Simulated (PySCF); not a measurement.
# InH2ClO2 (SMILES [OH][In]([OH])[Cl]) at 3 levels

Aim: a comparison of 3 runs (HF/def2-SVP, SVWN5/3-21G, PBE0/def2-SVP) of InH2ClO2. 

Program for the calculation: PySCF 2.14.0.

### Step 1. The molecule

InH2ClO2: 6 atoms, total charge 0, spin state singlet. As SMILES, `[OH][In]([OH])[Cl]`. The shape is that of a PBE0-D4/def2-TZVP optimisation. This is one conformer, not always the lowest.

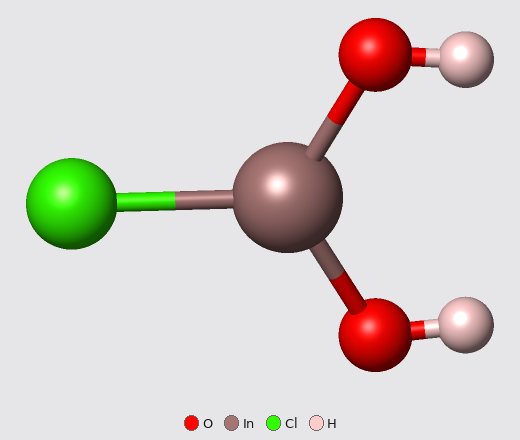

Viewed from a chosen angle; oxygen red, indium brown, chlorine green, hydrogen pink.

### Step 2. Energy and gradient at HF/def2-SVP (core potential) (run 1)

Input file calc.py:

```python
import pyscf.grad
from pyscf import gto, scf

mol = gto.M(
    atom='''
O       -0.614700       1.435000      -0.830300
In      -0.230800      -0.424900      -0.300500
O        0.947000      -0.902100       1.206800
Cl      -1.204000      -2.119400      -1.498700
H       -0.172400       2.082300      -0.274900
H        1.316900      -0.134900       1.651500
''',
    verbose=4,
    max_memory=1860,
    ecp={'In': 'def2-svp'},
    basis='def2-svp',
)

mf = scf.RHF(mol)
mf.conv_tol = 1e-10
mf.kernel()
if not mf.converged:
    mf = mf.newton().run(mf.mo_coeff, mf.mo_occ)

e_final = mf.e_tot
print('Final energy', e_final)
grad = mf.Gradients().kernel()
mf.analyze()
```

The run is started by

```sh
$ OMP_NUM_THREADS=1 python calc.py
```

What it wrote:

```text
PySCF version 2.14.0

[... 86 lines left out ...]
MO #2   energy= -20.5459802797378  occ= 2
[... 15 lines left out ...]
MO #18  energy= -1.06467576693425  occ= 2
[... 15 lines left out ...]
MO #34  energy= 0.253799164697126  occ= 0
[... 15 lines left out ...]
MO #50  energy= 1.10530364592556   occ= 0
[... 15 lines left out ...]
MO #66  energy= 1.97869825251472   occ= 0
[... 15 lines left out ...]
MO #82  energy= 61.6481783259691   occ= 0
[... 91 lines left out ...]
Dipole moment(X, Y, Z, Debye):  1.48024,  2.57670,  1.82255
```

Wall time 13 s (1 thread of Intel Xeon at 2.70GHz, shared host); peak memory 0.16 GiB.

### Step 3. Energy and forces at SVWN5/3-21G (run 2)

Input file calc.py:

```python
from pyscf import gto, dft

system = gto.Mole()
system.atom = [
    ('O', (-0.614700, 1.435000, -0.830300)),
    ('In', (-0.230800, -0.424900, -0.300500)),
    ('O', (0.947000, -0.902100, 1.206800)),
    ('Cl', (-1.204000, -2.119400, -1.498700)),
    ('H', (-0.172400, 2.082300, -0.274900)),
    ('H', (1.316900, -0.134900, 1.651500)),
]
system.basis = '3-21g'
system.spin = 0
system.max_memory = 1860
system.verbose = 4
system.build()

ks = dft.RKS(system, xc='svwn')
ks.grids.level = 5
ks.conv_tol = 1e-10
ks.kernel()
if not ks.converged:
    ks = ks.newton().run(ks.mo_coeff, ks.mo_occ)

e_final = ks.e_tot
print('E = %.10f Eh' % e_final)
grad = ks.nuc_grad_method().kernel()
ks.analyze()
```

The run is started by

```sh
$ OMP_NUM_THREADS=1 python calc.py
```

What it wrote:

```text
PySCF version 2.14.0

[... 104 lines left out ...]
MO #1   energy= -977.523384046528  occ= 2
[... 12 lines left out ...]
MO #14  energy= -16.0371477328587  occ= 2
[... 12 lines left out ...]
MO #27  energy= -0.897598169897449 occ= 2
[... 12 lines left out ...]
MO #40  energy= -0.255175288627636 occ= 2
[... 12 lines left out ...]
MO #53  energy= 0.53893507869292   occ= 0
[... 12 lines left out ...]
MO #66  energy= 2.58883191655275   occ= 0
[... 75 lines left out ...]
Dipole moment(X, Y, Z, Debye):  2.14971,  3.74289,  2.64686
```

It took 13 s on 1 thread of Intel Xeon at 2.70GHz, shared host; peak memory 0.37 GiB.

### Step 4. Energy and forces at PBE0/def2-SVP (core potential) (run 3)

Input file input.py:

```python
import pyscf.grad
from pyscf import gto, dft

system = gto.M(
    atom=[
    ('O', (-0.614700, 1.435000, -0.830300)),
    ('In', (-0.230800, -0.424900, -0.300500)),
    ('O', (0.947000, -0.902100, 1.206800)),
    ('Cl', (-1.204000, -2.119400, -1.498700)),
    ('H', (-0.172400, 2.082300, -0.274900)),
    ('H', (1.316900, -0.134900, 1.651500)),
],
    max_memory=1860,
    ecp={'In': 'def2-svp'},
    verbose=3,
    basis='def2-svp',
)

ks = dft.RKS(system, xc='pbe0')
ks.conv_tol = 1e-10
ks.grids.level = 5
ks.kernel()
if not ks.converged:
    ks = ks.newton().run(ks.mo_coeff, ks.mo_occ)

etot = ks.e_tot
print('E(%s) = %.9f' % ('PBE0', etot))
grad = ks.Gradients().kernel()
ks.analyze()
```

The run is started by

```sh
$ OMP_NUM_THREADS=1 python input.py
```

What it wrote:

```text
converged SCF energy = -801.470162777584
[... 22 lines left out ...]
MO #12  energy= -0.991957064339188 occ= 2
[... 13 lines left out ...]
MO #26  energy= -0.324240827376833 occ= 2
[... 13 lines left out ...]
MO #40  energy= 0.386770219515821  occ= 0
[... 13 lines left out ...]
MO #54  energy= 1.01471983280357   occ= 0
[... 13 lines left out ...]
MO #68  energy= 2.24437891986623   occ= 0
[... 13 lines left out ...]
MO #82  energy= 61.1416867485144   occ= 0
[... 7 lines left out ...]
Dipole moment(X, Y, Z, Debye):  1.42776,  2.48547,  1.75794
```

It took 35 s on 1 thread of Intel Xeon at 2.70GHz, shared host; peak memory 0.8 GiB.

### Step 5. Overview of the runs

```csv
run,level,core potential,integration grid,energy (Eh),dipole moment (D),HOMO energy (eV),LUMO energy (eV),wall time
1,HF/def2-SVP (core potential),def2-svp,–,-799.397730,3.49,-12.26,1.34,13 s
2,SVWN5/3-21G,–,5,-6318.210178,5.06,-6.36,-2.95,13 s
3,PBE0/def2-SVP (core potential),def2-svp,5,-801.470163,3.36,-8.62,-2.02,35 s
```

### Step 6. Outcome

| quantity | value |
| --- | --- |
| run 3: total energy | -801.47016 Eh |
| run 3: dipole moment | 3.36 D |
| run 3: HOMO energy | -8.62 eV |
| run 3: LUMO energy | -2.02 eV |
| run 3: HOMO–LUMO gap | 6.61 eV |
| run 3: largest force on an atom | 0.464 eV/Å |

What this shows: The dipole moment (its size) runs from 3.36 D (PBE0/def2-SVP) to 5.06 D (SVWN5/3-21G). The two ends differ in method and basis and core potential. The HOMO–LUMO gap runs from 3.41 eV (SVWN5/3-21G) to 13.60 eV (HF/def2-SVP). Totals of different functionals can't be ranked against each other. Some runs of one species differ in core potentials or relativity; totals across that change don't compare. In run 2 relativity is left out where basis or elements ask for it. All runs together took 60 s, the longest 35 s.
